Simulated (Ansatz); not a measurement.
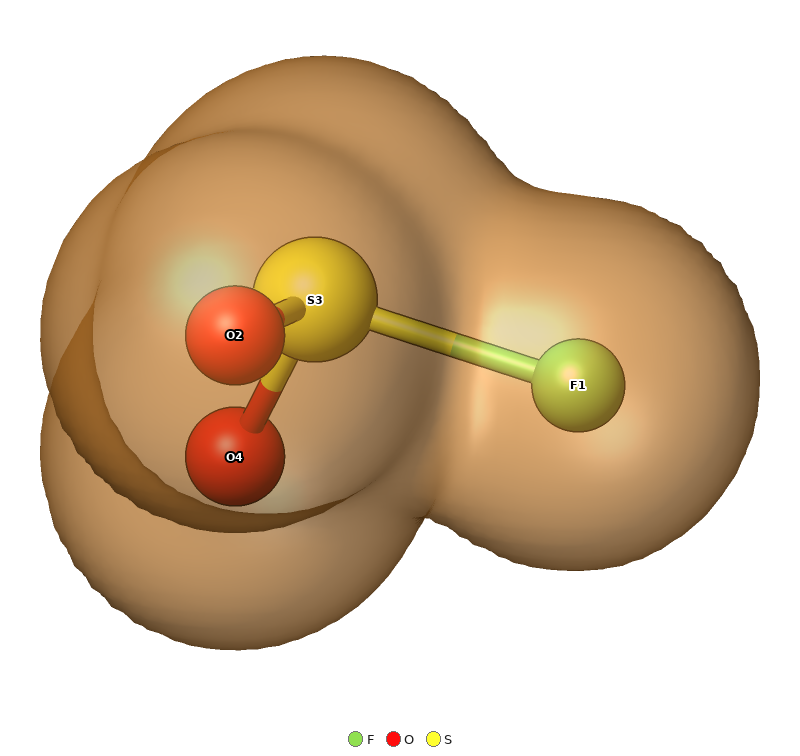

The picture shows: FO2S (charge −1). Isosurface of the electron density at 0.1 e/Å³ (orange), seen from one side.

Geometry: PBE0-D4/def2-TZVPD.

All numbers below come from RKS PBE0-D4/def2-TZVPPD in Ansatz 0.2.0.

```xyz
4

F     0.0757   -0.0273   -1.4838
O    -0.4081    1.1966    0.6039
S    -0.4023   -0.2047    0.1780
O     0.7347   -0.9647    0.7019
```

Q: What does this surface tell about the bonding?

A: At this value the surface is in one piece. It bridges the sampled S–O (1.46 Å) and S–F (1.74 Å) contacts, where the density stays above the isovalue. On the grid the lowest density along these lines, outside the cores, is 2 e/Å³ (S–O, 1.46 Å) and 1.1 e/Å³ (S–F, 1.74 Å).
